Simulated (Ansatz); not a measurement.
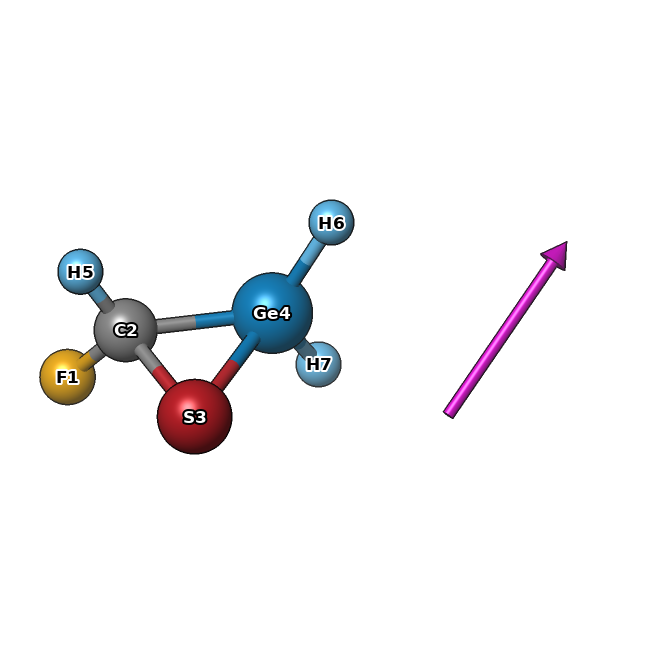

The arrow beside the molecule shows the direction of the dipole moment, from the negative to the positive end (its length means nothing). The geometry was computed by an optimisation with PBE0-D4/def2-TZVP. Level of theory: RKS r2SCAN-D4/def2-TZVPP (Ansatz 0.2.0).

**Estimate the dipole moment.**

2.34 D; it points from the side of F1 to the side of H6 (the outermost atoms at the two ends).
